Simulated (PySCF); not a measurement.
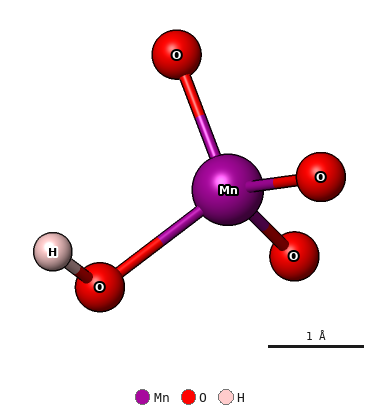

**Figure 1.** The structure (ball-and-stick view, seen at a tilt). Sticks mark near contacts. Bond lengths as drawn: H–O 0.98 Å and Mn–O 1.57 to 1.75 Å.

## MnO₃OH: frequency calculation

- system: MnO₃OH
- method: RKS-based PBE, Mn def2-SVP, O def2-SVP, H def2-SVP; non-relativistic Hamiltonian; density fitting (PySCF 2.14.0)

### Log
```
init E= -1451.62187050787
  HOMO = -0.290337214051566  LUMO = -0.211591678331705  gap/eV = 2.14278
cycle= 1 E= -1451.62187050629  delta_E= 1.58e-09  |g|= 8.8e-05  |ddm|= 6.16e-05
  HOMO = -0.290334383029406  LUMO = -0.211592721333886  gap/eV = 2.14267
cycle= 2 E= -1451.62187038813  delta_E= 1.18e-07  |g|= 0.000761  |ddm|= 0.000532
  HOMO = -0.290337022260753  LUMO = -0.211592316151746  gap/eV = 2.14275
cycle= 3 E= -1451.62187050784  delta_E= -1.2e-07  |g|= 1.98e-05  |ddm|= 0.000476
  HOMO = -0.290337117674524  LUMO = -0.211591997503632  gap/eV = 2.14276
cycle= 4 E= -1451.62187050789  delta_E= -4.25e-11  |g|= 2.57e-06  |ddm|= 7.71e-06
  HOMO = -0.290336990124445  LUMO = -0.211592205816891  gap/eV = 2.14275
Extra cycle  E= -1451.62187050783  delta_E= 5.3e-11  |g|= 1.85e-05  |ddm|= 9.22e-06
converged SCF energy = -1451.62187050783
```

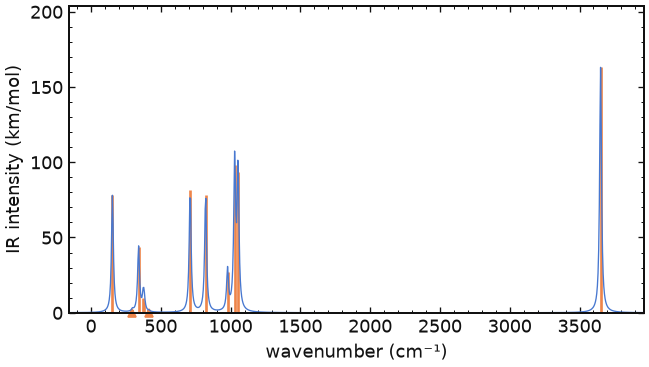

**Figure 2.** Harmonic infrared spectrum, unscaled: sticks (degenerate modes added up, dark ones marked on the axis) with a Lorentzian envelope of 16 cm⁻¹ full width, scaled to the tallest stick. 12 modes from 154 to 3651 cm⁻¹, none imaginary. The strongest line is at 3651 cm⁻¹ (163 km/mol). All modes, in cm⁻¹ (km/mol): 154 (78), 297 (1.5), 341 (43), 374 (10.1), 381 (7.3), 417 (0.6), 710 (82), 821 (78), 978 (27), 1029 (98), 1053 (93), 3651 (163).

The run was set up as follows.

### The input
```python
from pyscf import gto, scf, dft
mol = gto.M(atom='''
Mn     0.045676    -0.003446    -0.029287
O      0.068145     1.259302    -0.966390
O      0.108719    -1.329642    -0.862002
O      1.236531     0.083816     0.994163
O     -1.468869    -0.047533     0.846869
H     -1.585462     0.757047     1.398754''',
    basis={'Mn': 'def2-SVP', 'O': 'def2-SVP', 'H': 'def2-SVP'},
    charge=0, spin=0)
mf = dft.RKS(mol, xc='PBE')
mf.grids.atom_grid = (75, 302)
aux = {'Mn': 'def2-universal-JKFIT', 'O': 'def2-universal-JKFIT', 'H': 'def2-universal-JKFIT'}
mf = mf.density_fit(auxbasis=aux)
mf.conv_tol = 1e-09
mf.diis_space = 10
mf.max_cycle = 60
mf.verbose = 4
mf.kernel()
```

The script is an equivalent of the set-up of the self-consistent field. The run itself was carried out by a driver, which started from the orbitals of the step before it where there was one and computed the further properties.

Run as:
```bash
OMP_NUM_THREADS=2 python axn.py task.json out
```

### Key numbers

```tsv
quantity	value
outcome	converged
total energy	−1451.621871 hartree
HOMO	−7.90 eV
LUMO	−5.76 eV
zero-point energy	0.023254 hartree
dipole moment	2.20 D
wavenumbers, lowest and highest	154 and 3651 cm⁻¹
hardware	2 threads of Arm Neoverse N1, 98 GiB of memory available, shared host
wall time	2.8 min (CPU time 5 min)
peak memory	1.3 GiB
```

The run takes a singlet; with an open-shell metal another spin state may lie lower.
